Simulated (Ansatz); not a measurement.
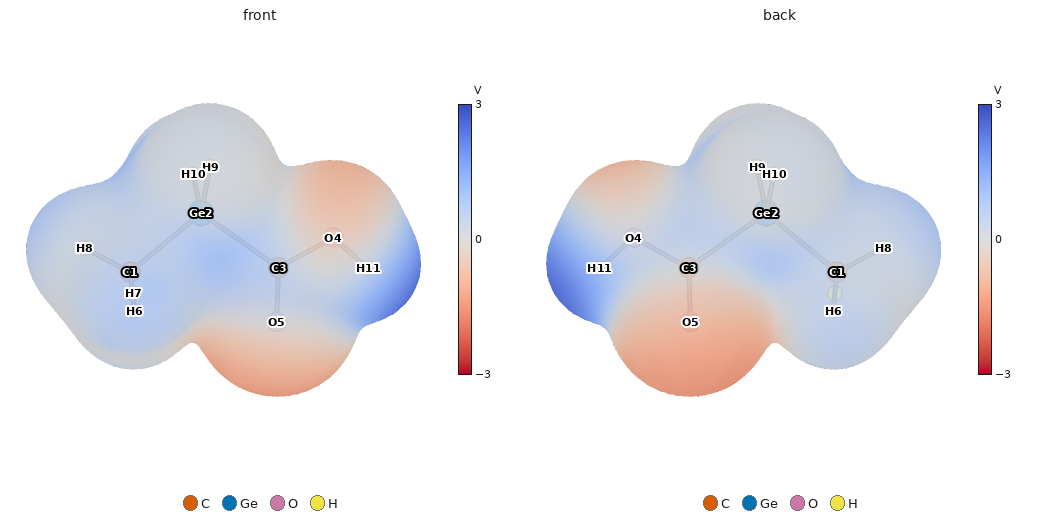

The picture shows: C$_{2}$H$_{6}$GeO$_{2}$. The electrostatic potential painted on the density surface at 0.002 e/bohr³, seen from the front and from behind; the colour scale runs from red (negative) to blue (positive).

Computed with Ansatz 0.2.0, RKS PBE/def2-SVP.

Input

```
crystal:
  periodic: [false, false, false]
  atoms:
    - { symbol: C, position_ang: [-1.0197, 0.1759, 1.2883] }
    - { symbol: Ge, position_ang: [0.708, -0.1672, 0.5943] }
    - { symbol: C, position_ang: [0.6131, -0.3142, -1.3283] }
    - { symbol: O, position_ang: [1.4733, -1.123, -1.908] }
    - { symbol: O, position_ang: [-0.2027, 0.4995, -2.062] }
    - { symbol: H, position_ang: [-1.43, 1.1925, 0.8436] }
    - { symbol: H, position_ang: [-1.7315, -0.5969, 0.9942] }
    - { symbol: H, position_ang: [-0.9917, 0.3215, 2.3753] }
    - { symbol: H, position_ang: [1.2216, -1.4804, 1.245] }
    - { symbol: H, position_ang: [1.6766, 0.986, 1.0122] }
    - { symbol: H, position_ang: [1.87285, -1.51064, -2.72666] }
basis:
  gaussian: { orbitals: def2-SVP }
hamiltonian:
  xc: pbe
relax:
  f_tol: 0.02
  max_steps: 50
output:
  orbitals: {}
```

Launched as:

```sh
ansatz run input.yaml --threads 2 --pin off --max-ram 3072MiB --backend cpu --events-out ev --progress --plain --runs-dir out
```

The fields are those of the run's last geometry, not of the input's.

Where is the surface potential most negative and most positive?

Answer. The most negative region (about −1.4 V) lies over O5, the most positive (about +2.4 V) over H11. O5 is the likeliest acceptor of a hydrogen bond.
